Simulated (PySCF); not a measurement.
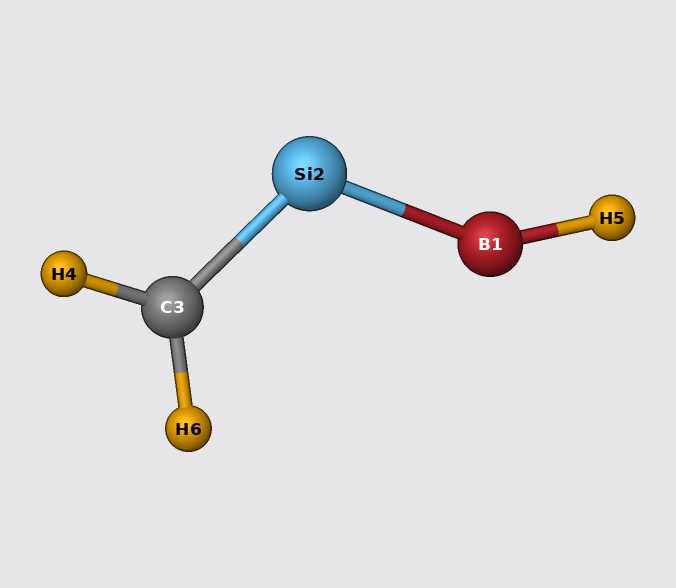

Atoms carry their numbers in the input. Computed geometry: PBE-D4/def2-SVP optimisation. No frequency run is at hand to confirm it as a minimum.

Estimate the angles Si2–B1–H5, B1–Si2–C3, Si2–C3–H4, Si2–C3–H6, H4–C3–H6.

| angle | degrees |
| --- | --- |
| Si2–B1–H5 | 149.2 |
| B1–Si2–C3 | 117.8 |
| Si2–C3–H4 | 121.6 |
| Si2–C3–H6 | 123.1 |
| H4–C3–H6 | 115.3 |
